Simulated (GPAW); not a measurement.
# Run report: InH3O, property calculation

InH3O (InH2(OH)), SMILES [H][In]([H])[OH], computed with PBE/dzp, scalar-relativistic datasets (GPAW 26.7.0).

The geometry comes from this level: GFN2-xTB.

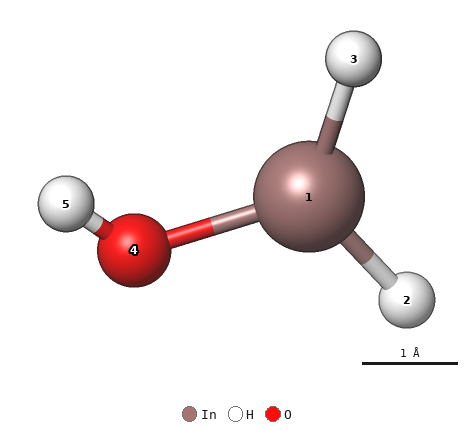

**Figure 1.** The structure (ball-and-stick view, seen at a tilt; atoms are numbered from 1 in the order of the input). Sticks mark near contacts.

## Key numbers

```json
{"quantity": "outcome", "value": "converged"}
{"quantity": "energy relative to the program's reference atoms", "value": "−17.3230 eV"}
{"quantity": "basis functions", "value": "51"}
{"quantity": "largest force", "value": "1.904 eV/Å"}
{"quantity": "HOMO", "value": "−6.53 eV"}
{"quantity": "LUMO", "value": "−1.90 eV"}
{"quantity": "dipole moment", "value": "1.20 D"}
{"quantity": "hardware", "value": "1 thread of Arm Neoverse V2, 24 GiB of memory available, shared host"}
{"quantity": "wall time", "value": "8 s"}
{"quantity": "peak memory", "value": "0.59 GiB"}
```

## Input (gs.py)
```python
import numpy as np
from ase.io import read
from ase.units import Debye
from gpaw import GPAW

# Set up the molecule
mol = read('gs.xyz')
mol.center(vacuum=4.5)

# DFT calculator
calc = GPAW(mode='lcao', basis='dzp', h=0.18, xc='PBE', maxiter=150, txt='-')
mol.calc = calc

energy = mol.get_potential_energy()
print(f'Energy                  {energy:.5f} eV')
forces = mol.get_forces()
print('Forces (eV/Ang)')
for symbol, f in zip(mol.symbols, forces):
    print(f'{symbol:2} {f[0]:9.4f} {f[1]:9.4f} {f[2]:9.4f}')
dipole = mol.get_dipole_moment() / Debye
print(f'Dipole                  {np.linalg.norm(dipole):.3f} D')
homo, lumo = calc.get_homo_lumo()
print(f'HOMO = {homo:.3f} eV')
print(f'LUMO                    {lumo:.3f} eV')
print(f'Gap: {lumo - homo:.3f} eV')
```

## File gs.xyz
```
5

In     0.340170     0.465720    -0.104120
H      2.012910     0.451630    -0.310070
H     -0.660060     1.845200    -0.135400
O     -0.382610    -1.293370     0.200710
H     -1.310410    -1.469180     0.348880
```

Launched with:
```bash
OMP_NUM_THREADS=1 python gs.py
```

## The program's output
```
__  _  _
 | _ |_)|_||  |
 |__||  | ||/\| - 26.7.0

units:  Angstrom and eV
cores:  1
OpenMP: False

Versions:
  Python: 3.12.14
  ASE:    3.29.0
  Numpy:  2.5.5
  Scipy:  1.18.1
  Libxc:  7.0.0

        _gpaw.cpython-312-aarch64-linux-gnu.so

Input parameters:
  mode=LCAO(),
  basis={'default': 'dzp'},
  h=0.18,
  maxiter=150,
  xc=XC(name='PBE')
         .-----------------------------.
        /|                             |
       / |                             |
      /  |                             |
     /   |                             |
    /    |                             |
   /     |                             |
  /      |                             |
 *       |                             |
 |       |         H                   |
 |       |          In  H              |
 |       |     H O                     |
 |       .-----------------------------.
 |      /                             /
 |     /                             /
 |    /                             /
 |   /                             /
 |  /                             /
 | /                             /
 |/                             /
 *-----------------------------*

Atoms  # Å, Bohr magnetons
|   | symbol |        x |        y |        z |    initial magnetic moments |
|---|--------|----------|----------|----------|-----------------------------|
| 0 |     In | 6.150580 | 6.434900 | 4.705950 | ( 0.0000,  0.0000,  0.0000) |
| 1 |      H | 7.823320 | 6.420810 | 4.500000 | ( 0.0000,  0.0000,  0.0000) |
| 2 |      H | 5.150350 | 7.814380 | 4.674670 | ( 0.0000,  0.0000,  0.0000) |
| 3 |      O | 5.427800 | 4.675810 | 5.010780 | ( 0.0000,  0.0000,  0.0000) |
| 4 |      H | 4.500000 | 4.500000 | 5.158950 | ( 0.0000,  0.0000,  0.0000) |

Unit cell  # Å
| periodic |         x |         y |        z |   lengths |    angles |
|----------|-----------|-----------|----------|-----------|-----------|
|       no | 12.323320 |  0.000000 | 0.000000 | 12.323320 | 90.000000 |
|       no |  0.000000 | 12.314380 | 0.000000 | 12.314380 | 90.000000 |
|       no |  0.000000 |  0.000000 | 9.658950 |  9.658950 | 90.000000 |

Number of symmetries: 1
Symmetry operations  # r_c * U_cc + t_c -> r_c
|   | kind |            matrix            |
|---|------|------------------------------|
| 0 |  E   |  1, 0, 0,  0, 1, 0,  0, 0, 1 |

BZ-sampling:
  Number of BZ points: 1
  Number of IBZ points: 1

  Monkhorst-Pack size: [1, 1, 1]
  Monkhorst-Pack shift: [0, 0, 0]

K-points  # in reciprocal-cell coordinates
|   |                                coordinates |     weight |
|---|--------------------------------------------|------------|
| 0 | (  0.00000000,   0.00000000,   0.00000000) | 1.00000000 |

basis functions: 51
Spin-components: 1 (collinear spins)
Bands:           16
Projectors:      20
Spin-degeneracy: 2
Datatype:        <class 'float'>

  Storage: CPU
  Wave functions: 6_528 bytes (6_528 per core)

Parallelization:
  kpt:    1
  domain: 1
  band:   1

Density:
  Valence electrons: 22.0
  Components: 1
  Grid points: [68 68 52]
  Charge: 0.0  # |e|

Potential:
  Grid points: [68 68 52]

species:
  In:
    name:    Indium
    Z:       49.0
    valence: 13
    core:    36
    charge:  0.0  # [|e|]
    file:    In.PBE.gz
    compensation charges:
      type: gauss
      rc: 0.36  # [Å]
      lmax: 2
    cutoffs:
      filter: 2.09  # [Å]
      core: 2.48  # [Å]
    projectors
    | kind |    occ | energy [eV] | rcut [Å] |
    |------|--------|-------------|----------|
    |   5s |  2.000 |      -8.203 |    1.185 |
    |   5p |  1.000 |      -2.521 |    1.244 |
    |   4d | 10.000 |     -18.629 |    1.148 |
    |    s |        |      19.008 |    1.185 |
    |    p |        |      24.691 |    1.244 |
    |    d |        |       8.583 |    1.148 |

    LCAO basis set for In:
      Name: dzp
      File: In.dzp.basis.gz
      Number of radial functions: 7
      Number of spherical harmonics: 23
        l=0, rc=7.7188 Bohr: 5s-sz confined orbital
        l=1, rc=10.7500 Bohr: 5p-sz confined orbital
        l=2, rc=4.4219 Bohr: 4d-sz confined orbital
        l=0, rc=4.5312 Bohr: 5s-dz split-valence wave
        l=1, rc=6.4688 Bohr: 5p-dz split-valence wave
        l=2, rc=2.7344 Bohr: 4d-dz split-valence wave
        l=2, rc=10.7500 Bohr: d-type Gaussian polarization
      Number of RI-basis functions 0

  H:
    name:    Hydrogen
    Z:       1.0
    valence: 1
    core:    0
    charge:  0.0  # [|e|]
    file:    H.PBE.gz
    compensation charges:
      type: gauss
      rc: 0.15  # [Å]
      lmax: 2
    cutoffs:
      filter: 0.85  # [Å]
      core: 0.53  # [Å]
    projectors
    | kind |    occ | energy [eV] | rcut [Å] |
    |------|--------|-------------|----------|
    |   1s |  1.000 |      -6.494 |    0.476 |
    |    s |        |      20.717 |    0.476 |
    |    p |        |       0.000 |    0.476 |

    LCAO basis set for H:
      Name: dzp
      File: H.dzp.basis.gz
      Number of radial functions: 3
      Number of spherical harmonics: 5
        l=0, rc=6.4219 Bohr: 1s-sz confined orbital
        l=0, rc=3.6094 Bohr: 1s-dz split-valence wave
        l=1, rc=6.4219 Bohr: p-type Gaussian polarization
      Number of RI-basis functions 0

  O:
    name:    Oxygen
    Z:       8.0
    valence: 6
    core:    2
    charge:  0.0  # [|e|]
    file:    O.PBE.gz
    compensation charges:
      type: gauss
      rc: 0.21  # [Å]
      lmax: 2
    cutoffs:
      filter: 1.17  # [Å]
      core: 0.83  # [Å]
    projectors
    | kind |    occ | energy [eV] | rcut [Å] |
    |------|--------|-------------|----------|
    |   2s |  2.000 |     -23.961 |    0.688 |
    |   2p |  4.000 |      -9.029 |    0.598 |
    |    s |        |       3.251 |    0.688 |
    |    p |        |      18.182 |    0.598 |
    |    d |        |       0.000 |    0.619 |

    LCAO basis set for O:
      Name: dzp
      File: O.dzp.basis.gz
      Number of radial functions: 5
      Number of spherical harmonics: 13
        l=0, rc=4.3438 Bohr: 2s-sz confined orbital
        l=1, rc=5.3906 Bohr: 2p-sz confined orbital
        l=0, rc=2.2969 Bohr: 2s-dz split-valence wave
        l=1, rc=2.8906 Bohr: 2p-dz split-valence wave
        l=2, rc=5.3906 Bohr: d-type Gaussian polarization
      Number of RI-basis functions 0

Reference energy: -162053.742448  # eV

eigensolver:
  <gpaw.new.lcao.eigensolver.LCAOEigensolver object at 0xf39373241cd0>
density mixing:
  MSR1-Mixer
  Pratt-step length: 0.05
  Maximum mixing coefficient: 0.75
  Old densities: 10
  SVD Regularization: 0.005
  Good broyden scale: 1.0
  Trust region scale: 1.0
  Backstep threshold: 4.0
  History deletion threshold: 6.0
  Fourier metric: weight=20.0, sigma=0.015

occupation numbers:
  # Zero width

FastPoissonSolver using
    Stencil: 6*3+1=19 point O(h^6) finite-difference Laplacian
    FFT axes: []
    FST axes: [np.int64(2), np.int64(0), np.int64(1)]

xc functional:
  name: PBE with 2 nearest neighbor stencil
interpolation: tri-quintic # 5. degree polynomial

         .-----------------------------.
        /|                             |
       / |                             |
      /  |                             |
     /   |                             |
    /    |                             |
   /     |                             |
  /      |                             |
 *       |                             |
 |       |         H                   |
 |       |          In  H              |
 |       |     H O                     |
 |       .-----------------------------.
 |      /                             /
 |     /                             /
 |    /                             /
 |   /                             /
 |  /                             /
 | /                             /
 |/                             /
 *-----------------------------*

Atoms  # Å, Bohr magnetons
|   | symbol |        x |        y |        z |    initial magnetic moments |
|---|--------|----------|----------|----------|-----------------------------|
| 0 |     In | 6.150580 | 6.434900 | 4.705950 | ( 0.0000,  0.0000,  0.0000) |
| 1 |      H | 7.823320 | 6.420810 | 4.500000 | ( 0.0000,  0.0000,  0.0000) |
| 2 |      H | 5.150350 | 7.814380 | 4.674670 | ( 0.0000,  0.0000,  0.0000) |
| 3 |      O | 5.427800 | 4.675810 | 5.010780 | ( 0.0000,  0.0000,  0.0000) |
| 4 |      H | 4.500000 | 4.500000 | 5.158950 | ( 0.0000,  0.0000,  0.0000) |

Unit cell  # Å
| periodic |         x |         y |        z |   lengths |    angles |
|----------|-----------|-----------|----------|-----------|-----------|
|       no | 12.323320 |  0.000000 | 0.000000 | 12.323320 | 90.000000 |
|       no |  0.000000 | 12.314380 | 0.000000 | 12.314380 | 90.000000 |
|       no |  0.000000 |  0.000000 | 9.658950 |  9.658950 | 90.000000 |

Number of symmetries: 1
Symmetry operations  # r_c * U_cc + t_c -> r_c
|   | kind |            matrix            |
|---|------|------------------------------|
| 0 |  E   |  1, 0, 0,  0, 1, 0,  0, 0, 1 |

BZ-sampling:
  Number of BZ points: 1
  Number of IBZ points: 1

  Monkhorst-Pack size: [1, 1, 1]
  Monkhorst-Pack shift: [0, 0, 0]

K-points  # in reciprocal-cell coordinates
|   |                                coordinates |     weight |
|---|--------------------------------------------|------------|
| 0 | (  0.00000000,   0.00000000,   0.00000000) | 1.00000000 |

basis functions: 51
Spin-components: 1 (collinear spins)
Bands:           16
Projectors:      20
Spin-degeneracy: 2
Datatype:        <class 'float'>

  Storage: CPU
  Wave functions: 6_528 bytes (6_528 per core)

Parallelization:
  kpt:    1
  domain: 1
  band:   1

Density:
  Valence electrons: 22.0
  Components: 1
  Grid points: [68 68 52]
  Charge: 0.0  # |e|

Potential:
  Grid points: [68 68 52]

species:
  In:
    name:    Indium
    Z:       49.0
    valence: 13
    core:    36
    charge:  0.0  # [|e|]
    file:    In.PBE.gz
    compensation charges:
      type: gauss
      rc: 0.36  # [Å]
      lmax: 2
    cutoffs:
      filter: 2.09  # [Å]
      core: 2.48  # [Å]
    projectors
    | kind |    occ | energy [eV] | rcut [Å] |
    |------|--------|-------------|----------|
    |   5s |  2.000 |      -8.203 |    1.185 |
    |   5p |  1.000 |      -2.521 |    1.244 |
    |   4d | 10.000 |     -18.629 |    1.148 |
    |    s |        |      19.008 |    1.185 |
    |    p |        |      24.691 |    1.244 |
    |    d |        |       8.583 |    1.148 |

    LCAO basis set for In:
      Name: dzp
      File: In.dzp.basis.gz
      Number of radial functions: 7
      Number of spherical harmonics: 23
        l=0, rc=7.7188 Bohr: 5s-sz confined orbital
        l=1, rc=10.7500 Bohr: 5p-sz confined orbital
        l=2, rc=4.4219 Bohr: 4d-sz confined orbital
        l=0, rc=4.5312 Bohr: 5s-dz split-valence wave
        l=1, rc=6.4688 Bohr: 5p-dz split-valence wave
        l=2, rc=2.7344 Bohr: 4d-dz split-valence wave
        l=2, rc=10.7500 Bohr: d-type Gaussian polarization
      Number of RI-basis functions 0

  H:
    name:    Hydrogen
    Z:       1.0
    valence: 1
    core:    0
    charge:  0.0  # [|e|]
    file:    H.PBE.gz
    compensation charges:
      type: gauss
      rc: 0.15  # [Å]
      lmax: 2
    cutoffs:
      filter: 0.85  # [Å]
      core: 0.53  # [Å]
    projectors
    | kind |    occ | energy [eV] | rcut [Å] |
    |------|--------|-------------|----------|
    |   1s |  1.000 |      -6.494 |    0.476 |
    |    s |        |      20.717 |    0.476 |
    |    p |        |       0.000 |    0.476 |

    LCAO basis set for H:
      Name: dzp
      File: H.dzp.basis.gz
      Number of radial functions: 3
      Number of spherical harmonics: 5
        l=0, rc=6.4219 Bohr: 1s-sz confined orbital
        l=0, rc=3.6094 Bohr: 1s-dz split-valence wave
        l=1, rc=6.4219 Bohr: p-type Gaussian polarization
      Number of RI-basis functions 0

  O:
    name:    Oxygen
    Z:       8.0
    valence: 6
    core:    2
    charge:  0.0  # [|e|]
    file:    O.PBE.gz
    compensation charges:
      type: gauss
      rc: 0.21  # [Å]
      lmax: 2
    cutoffs:
      filter: 1.17  # [Å]
      core: 0.83  # [Å]
    projectors
    | kind |    occ | energy [eV] | rcut [Å] |
    |------|--------|-------------|----------|
    |   2s |  2.000 |     -23.961 |    0.688 |
    |   2p |  4.000 |      -9.029 |    0.598 |
    |    s |        |       3.251 |    0.688 |
    |    p |        |      18.182 |    0.598 |
    |    d |        |       0.000 |    0.619 |

    LCAO basis set for O:
      Name: dzp
      File: O.dzp.basis.gz
      Number of radial functions: 5
      Number of spherical harmonics: 13
        l=0, rc=4.3438 Bohr: 2s-sz confined orbital
        l=1, rc=5.3906 Bohr: 2p-sz confined orbital
        l=0, rc=2.2969 Bohr: 2s-dz split-valence wave
        l=1, rc=2.8906 Bohr: 2p-dz split-valence wave
        l=2, rc=5.3906 Bohr: d-type Gaussian polarization
      Number of RI-basis functions 0

Reference energy: -162053.742448  # eV

eigensolver:
  <gpaw.new.lcao.eigensolver.LCAOEigensolver object at 0xf39372f21b20>
density mixing:
  MSR1-Mixer
  Pratt-step length: 0.05
  Maximum mixing coefficient: 0.75
  Old densities: 10
  SVD Regularization: 0.005
  Good broyden scale: 1.0
  Trust region scale: 1.0
  Backstep threshold: 4.0
  History deletion threshold: 6.0
  Fourier metric: weight=20.0, sigma=0.015

occupation numbers:
  # Zero width

FastPoissonSolver using
    Stencil: 6*3+1=19 point O(h^6) finite-difference Laplacian
    FFT axes: []
    FST axes: [np.int64(2), np.int64(0), np.int64(1)]

xc functional:
  name: PBE with 2 nearest neighbor stencil
interpolation: tri-quintic # 5. degree polynomial

Initialization done in: 3.284 s

convergence criteria:
- Maximum [total energy] change in last 3 cyles: 0.0005 eV / valence electron
- Maximum integral of absolute [dens]ity change: 0.0001 electrons / valence electron
- Maximum integral of absolute [eigenst]ate change: 4e-08 eV^2 / valence electron
maximum number of iterations: 150

SCF iterations
|iter     |     time |      energy | eigst |  dens |
|---------|----------|-------------|-------|-------|
|iter:   1| 00:00:04 |  -19.553439 |      c|       |
|iter:   2| 00:00:04 |  -19.047711 |      c| -0.87 |
|iter:   3| 00:00:05 |  -17.390004 |      c| -0.91 |
|iter:   4| 00:00:05 |  -17.346817 |      c| -1.46 |
|iter:   5| 00:00:06 |  -17.323962 |      c| -1.75 |
|iter:   6| 00:00:06 |  -17.323085 |      c| -2.27 |
|iter:   7| 00:00:07 |  -17.323037c|      c| -2.91 |
|iter:   8| 00:00:07 |  -17.323031c|      c| -3.64 |
|iter:   9| 00:00:08 |  -17.323031c|      c| -4.25c|

Converged in 9 steps
SCF loop duration: 4.063 s (0.451 s/step)
Energy contributions relative to reference atoms: (reference = -162053.742448)

Energy contributions:
  Kinetic:          28.378528
  Coulomb:         -27.253764
  Zero:              0.242480
  External:          0.000000
  Xc:              -18.690276
  Entropy:           0.000000
  Spinorbit:         0.000000
  ----------------------------
  Free energy:     -17.323031
  Extrapolated:    -17.323031

dipole moment: (-0.184956, 0.167089, 0.002590)  # |e|*Ang

Fermi level: -4.216
Eigenvalues  # (at kpt = [0.000, 0.000, 0.000])
| band index |      eig [eV] | occ [0-2] |
|------------|---------------|-----------|
|          0 |       -23.807 |     2.000 |
|        ... |               |           |
|          3 |       -18.776 |     2.000 |
|          4 |       -18.765 |     2.000 |
|          5 |       -18.567 |     2.000 |
|          6 |       -11.642 |     2.000 |
|          7 |        -9.340 |     2.000 |
|          8 |        -7.358 |     2.000 |
|          9 |        -6.707 |     2.000 |
|         10 |        -6.531 |     2.000 |
|         11 |        -1.901 |     0.000 |
|         12 |        -0.586 |     0.000 |
|         13 |         0.826 |     0.000 |
|         14 |         2.768 |     0.000 |
|         15 |         3.291 |     0.000 |

Gap: 4.631 eV
Transition (v -> c):
  (s=0, k=0, n=10, [0.00, 0.00, 0.00]) -> (s=0, k=0, n=11, [0.00, 0.00, 0.00])
No difference between direct/indirect transitions
vacuum-level: 0.000  # V
Energy                  -17.32303 eV

Forces  # eV/Ang
|        x |        y |        z |
|----------|----------|----------|
|  0.30224 |  1.55180 | -0.20846 |  # In   0
|  0.50819 | -0.14591 | -0.05492 |  # H    1
| -0.31383 |  0.22977 |  0.00934 |  # H    2
|  0.88853 | -1.68182 |  0.08669 |  # O    3
| -1.40884 |  0.00810 |  0.18700 |  # H    4

Force computation time: 0.149  # s
Forces (eV/Ang)
In    0.3022    1.5518   -0.2085
H     0.5082   -0.1459   -0.0549
H    -0.3138    0.2298    0.0093
O     0.8885   -1.6818    0.0867
H    -1.4088    0.0081    0.1870
Dipole                  1.197 D
HOMO = -6.531 eV
LUMO                    -1.901 eV
Gap: 4.631 eV
```

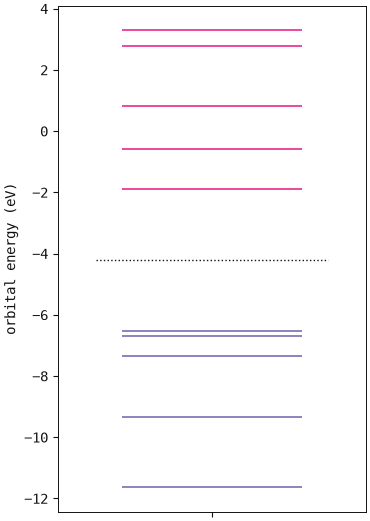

**Figure 2.** Orbital energies near the frontier; the dotted line parts filled from empty levels, and levels within 0.02 eV of each other stand side by side. Highest filled −6.53 eV, lowest empty −1.90 eV, 4.63 eV apart.
